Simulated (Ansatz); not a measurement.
## What 2 layers does to Ir

Base system: Ir in the fcc (Cu type) structure (space group Fm-3m, No. 225; a = 3.844 Å). Axes: x, y, z lie along the cube axes.

Perturbation: a free-standing slab of 2 layers (2 atoms, 1 a layer) is cut normal to [111], with 15 Å of vacuum and the in-plane cell held at bulk.

Method: plane-wave PAW DFT at the r2SCAN level (Ansatz, a quantum-chemistry and plane-wave program, 500 eV), scalar-relativistic without spin-orbit coupling. Γ-centred 20×20×1 mesh, Fermi–Dirac width 0.05 eV, for the changed cell.

The shortest interatomic distance falls by 0.0737 Å, from 2.718 Å to 2.645 Å and the band gap stays zero. The excess energy per area of both faces (slab less bulk energy over the cell's area: twice a surface energy) comes out as 5.10 J/m² (uncertain by up to 0.05 J/m²) and the thickness between the outermost nuclei is 2.13 Å.

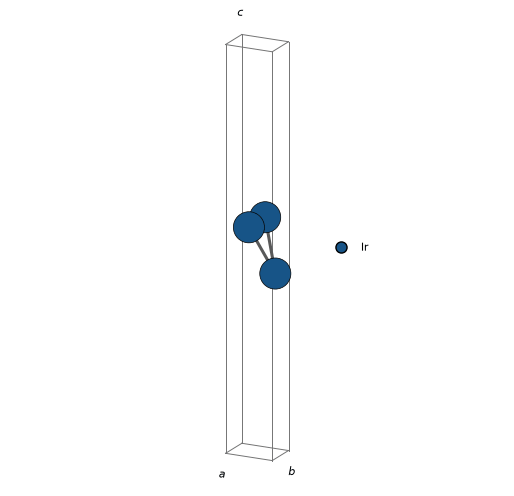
*The relaxed cell after the change*

Cost of the whole job for the changed cell (relaxation, final SCF and bands): roughly 90 core-seconds.

The excess energy carries the mismatch between the slab's and the bulk's meshes. Whether these cells are dynamically stable was not tested. All final runs are without spin polarisation.
